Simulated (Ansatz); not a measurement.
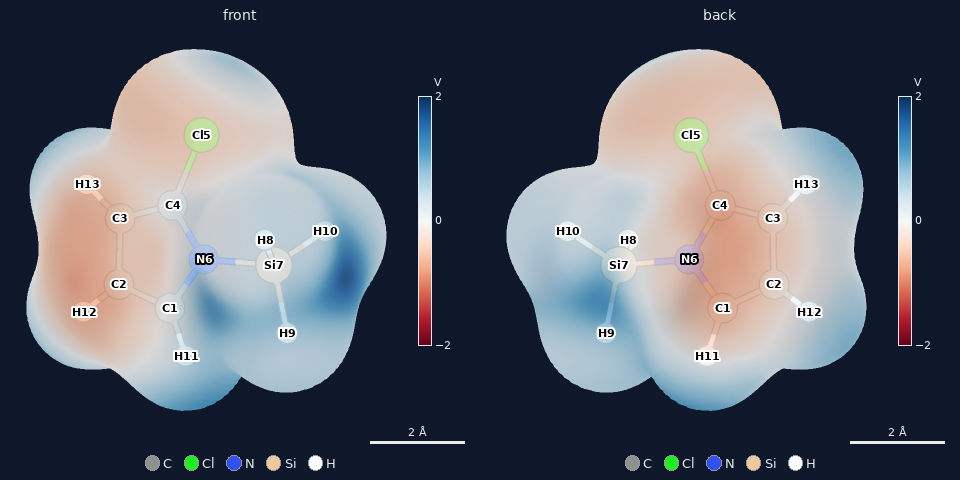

C4H6ClNSi. The electrostatic potential painted on the density surface at 0.002 e/bohr³, seen from the front and from behind; the colour scale runs from red (negative) to blue (positive).

Geometry: PBE0-D3(BJ)/def2-SVP.

Level of theory: isolated molecule in a Gaussian basis; Kohn-Sham density functional theory, functional PBE0 (Ansatz).

Input

```
crystal:
  periodic: [false, false, false]
  atoms:
    - {symbol: C, position_ang: [-1.196463, -1.526412, 1.091593]}
    - {symbol: C, position_ang: [-1.075881, -1.095083, 2.389912]}
    - {symbol: C, position_ang: [-0.904839, 0.319094, 2.360789]}
    - {symbol: C, position_ang: [-0.930770, 0.674771, 1.035186]}
    - {symbol: Cl, position_ang: [-0.780552, 2.220078, 0.304320]}
    - {symbol: "N", position_ang: [-1.107619, -0.435588, 0.244549]}
    - {symbol: Si, position_ang: [-1.203892, -0.456440, -1.533682]}
    - {symbol: H, position_ang: [0.059130, 0.061338, -2.124953]}
    - {symbol: H, position_ang: [-1.394500, -1.892757, -1.872771]}
    - {symbol: H, position_ang: [-2.362934, 0.352643, -1.997377]}
    - {symbol: H, position_ang: [-1.339620, -2.527666, 0.691203]}
    - {symbol: H, position_ang: [-1.106314, -1.725247, 3.276663]}
    - {symbol: H, position_ang: [-0.778159, 0.997413, 3.200730]}
basis:
  gaussian: {orbitals: def2-SVPD}
hamiltonian: {xc: pbe0}
output: {forces: true, orbitals: {seedname: orbitals}}
```

Run with:

```sh
ansatz run input.yaml --threads 2 --pin off --max-ram 5220MiB --events-out events.jsonl --progress --plain --runs-dir runs
```

**Describe the electrostatic potential map.**

The most negative region (about −0.8 V) lies over the π face of C2 and C3, the most positive (about +1.6 V) over Si7. Cl5 shows a σ-hole: about +0.6 V at the tip opposite its bond, against about −0.3 V on its flanks.

**How polar is the molecule by this calculation?**

Its dipole moment is 1.48 D.
